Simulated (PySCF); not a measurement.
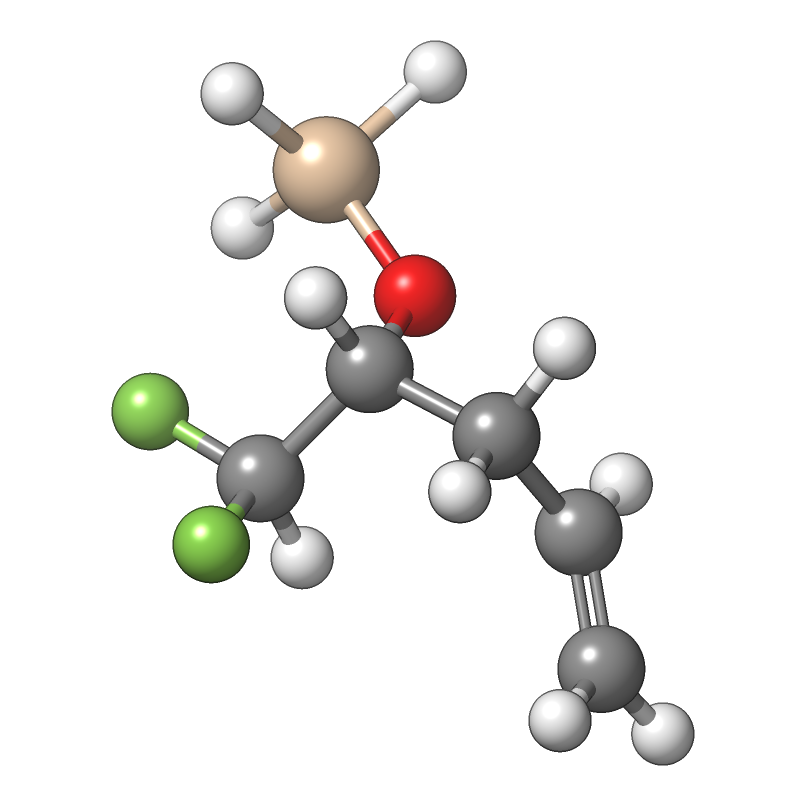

Double and triple bonds are drawn as two and three sticks. Colours: carbon grey, oxygen red, silicon light orange, fluorine green, hydrogen white.

The geometry was computed by an optimisation with PBE0-D3(BJ)/def2-SVP. No frequency run is at hand to confirm it as a minimum.

Description:

Formula C₅H₁₀F₂OSi. SMILES: `C=CC[C@@H](O[SiH3])C(F)F`. It has no ring. Among its groups: alkene, C–F bond, Si–H bond, Si–O bond. The point group is C1. Coordination: 2 C trigonal planar; 3 C tetrahedral; 1 O bent; 1 Si tetrahedral.

More results for the same structure follow; atom numbers are the same in all pictures, views and colours differ.

Geometry

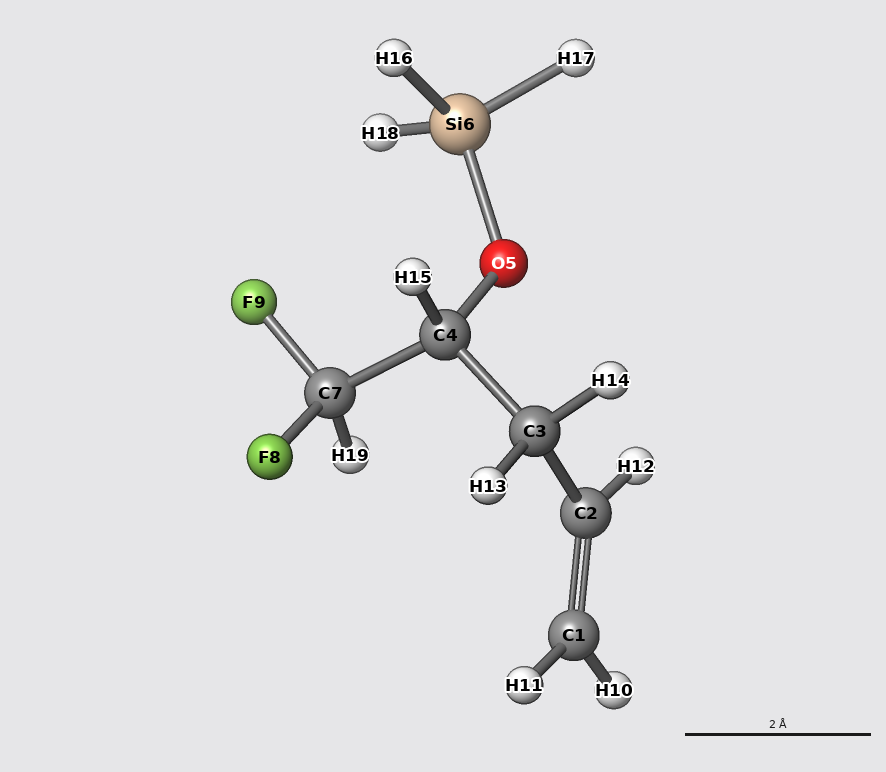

No frequency run is at hand to confirm it as a minimum.

Which atoms are bonded, and how long are the bonds? Leave out bonds to hydrogen.

```json
{"bond": "C1–C2", "length (Å)": "1.334", "order": "double"}
{"bond": "C2–C3", "length (Å)": "1.497", "order": "single"}
{"bond": "C3–C4", "length (Å)": "1.526", "order": "single"}
{"bond": "C4–O5", "length (Å)": "1.398", "order": "single"}
{"bond": "C4–C7", "length (Å)": "1.519", "order": "single"}
{"bond": "O5–Si6", "length (Å)": "1.676", "order": "single"}
{"bond": "C7–F8", "length (Å)": "1.350", "order": "single"}
{"bond": "C7–F9", "length (Å)": "1.358", "order": "single"}
```

Quadrupole coupling

No frequency run is at hand to confirm it as a minimum. Electric field gradients from the ground-state density, PBE0/pcSseg-1 in methanol (IEF-PCM) (PySCF 2.14.0), non-relativistic apart from any core potentials.

Give the largest field-gradient component, the quadrupole coupling constant and the asymmetry for 17O at O5 (Q = −25.6 mb), 2H at H10 (Q = 2.86 mb), 2H at H11 (Q = 2.86 mb).

```
atom  V_zz (a.u.)  e²qQ/h (MHz)     η
  O5        1.747        −10.51  0.41
 H10        0.306         0.206  0.05
 H11        0.301         0.202  0.06
```

NMR shielding

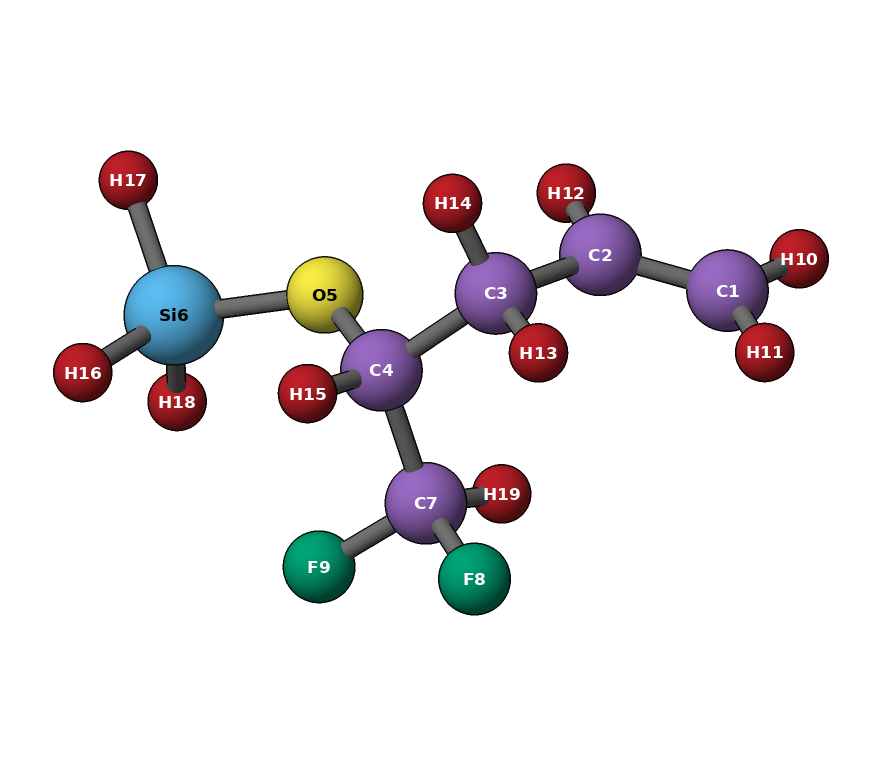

No frequency run is at hand to confirm it as a minimum. Level of theory: GIAO PBE0/pcSseg-1 NMR shielding, non-relativistic, IEF-PCM methanol (PySCF 2.14.0). Principal shieldings σ11 ≤ σ22 ≤ σ33, span Ω = σ33 − σ11, skew κ = 3(σiso − σ22)/Ω.

Give the shielding tensors of the Si atoms.

| atom | σ11 | σ22 | σ33 | σiso | Ω | κ |
| --- | --- | --- | --- | --- | --- | --- |
| Si6 | 330.9 | 334.7 | 462.8 | 376.2 | 131.9 | 0.94 |

Shieldings and span in ppm.

Electronic properties

No frequency run is at hand to confirm it as a minimum. Level of theory: PBE0/def2-SVPD, gas phase (PySCF 2.14.0). Excitations: vertical, linear response.

> Give the brightest of the 10 lowest singlets at this level.

7.25 eV.

> What is the HOMO–LUMO gap?

7.53 eV.

> Give the mean static polarisability at this level.

93.3 bohr³.

> What is the HOMO energy (Kohn–Sham orbital)?

−7.69 eV.

Dipole moment

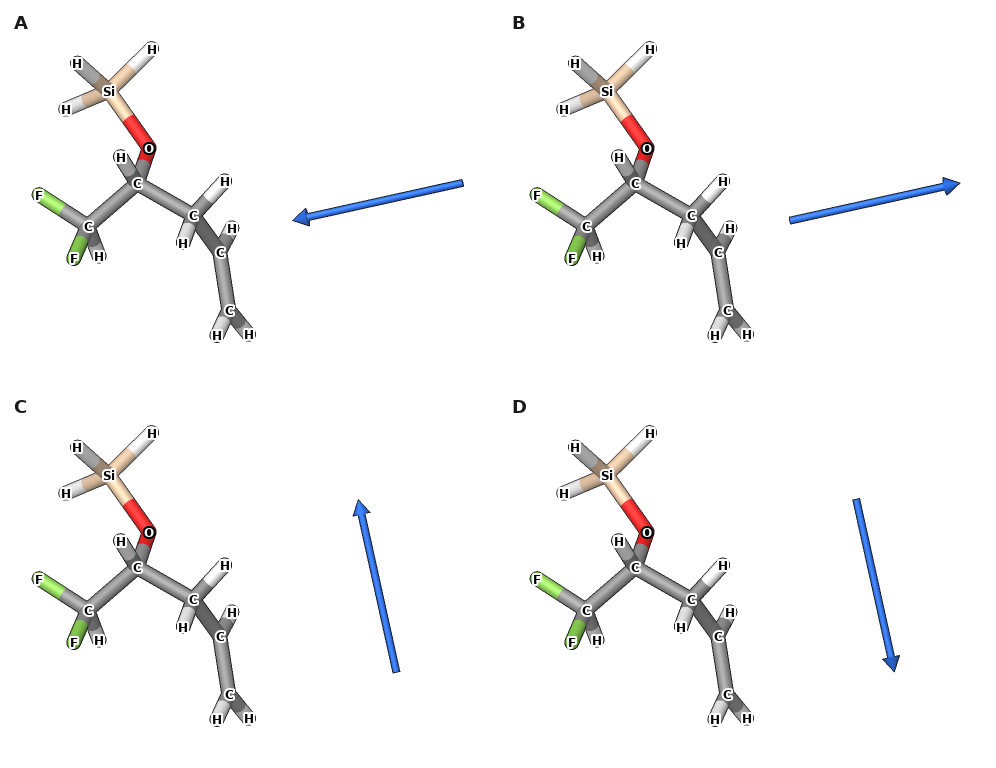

The same molecule four times, each with an arrow. No frequency run is at hand to confirm it as a minimum. Method: PBE0/pcSseg-1 in methanol (IEF-PCM) (PySCF 2.14.0).

> Which arrow points along the dipole moment, from the negative to the positive end?

B. The dipole moment is 1.15 D.
